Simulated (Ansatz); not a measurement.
**C2H4BF (SMILES BC=CF): density, localisation and related maps**

The calculation's input:

```
crystal:
  periodic: [false, false, false]
  atoms:
    - { symbol: B, position_ang: [-0.56191, 1.19857, -0.22007] }
    - { symbol: C, position_ang: [0.29946, 0.08854, 0.40304] }
    - { symbol: C, position_ang: [0.30911, -1.15359, -0.07259] }
    - { symbol: F, position_ang: [1.0557, -2.12899, 0.46046] }
    - { symbol: H, position_ang: [-1.23879, 0.95363, -1.1403] }
    - { symbol: H, position_ang: [-0.53669, 2.27662, 0.22754] }
    - { symbol: H, position_ang: [0.93666, 0.27894, 1.25844] }
    - { symbol: H, position_ang: [-0.26353, -1.51372, -0.91652] }
basis:
  gaussian: { orbitals: def2-SVP }
hamiltonian:
  xc: pbe
relax:
  f_tol: 0.015
  max_steps: 40
output:
  orbitals: {}
```

Command:

```sh
ansatz run input.yaml --threads 1 --pin off --max-ram 2048MiB --backend cpu --events-out ev --progress --plain --runs-dir out
```

The fields are those of the relaxed geometry.

These are results of RKS PBE/def2-SVP (Ansatz 0.2.0), not measurements.

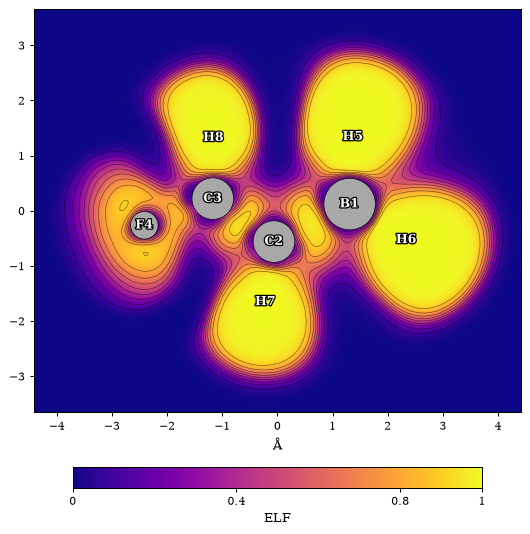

Figure 1. ELF on the molecular plane. Grey discs cover the atomic cores.

**What do the fields say about this system?**

The plane passes through B, C, F and H nuclei. C–F (1.33 Å): the ELF peaks at about 0.85 between the atoms: a shared but strongly polarised pair. C–C (1.36 Å): the ELF peaks at about 0.95 between the atoms, as expected for a covalent bond. C–B (1.53 Å): the ELF peaks at about 0.95 between the atoms; a covalent bond. C–H (1.10 Å): the ELF climbs to about 1 towards the hydrogen, as it does in any bond to H: an ordinary covalent bond to hydrogen. B–H (1.22 Å): the ELF climbs to about 1 towards the hydrogen; an ordinary covalent bond to hydrogen. The ELF also peaks beside F4, away from the bonds: lone-pair regions.

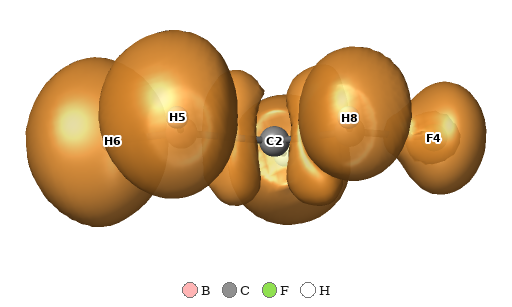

Figure 2. Isosurface of the ELF at 0.75 (orange), seen from one side. Only the valence region is drawn (cores and ρ < 0.01 e/Å³ removed).

**Identify the bonds, lone pairs and shells in this picture.**

The ELF exceeds this value in one region between bonded B–C atoms (shared pairs), one region between bonded C–C atoms (shared pairs), four regions around hydrogen nuclei and one region on F in which the atom's valence shell and bonds are merged.

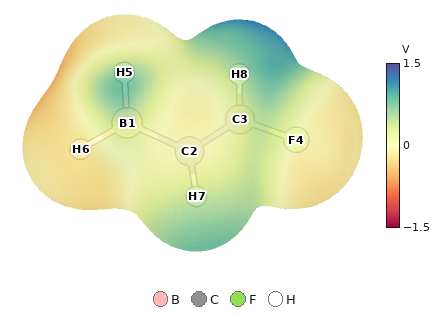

Figure 3. The molecular electrostatic potential painted on the density surface at 0.002 e/bohr³, seen at a tilt; red is negative and blue positive.

**Where is the surface potential most negative and most positive?**

The most negative region (about −0.6 V) lies over H5, the most positive (about +1.3 V) over H8.
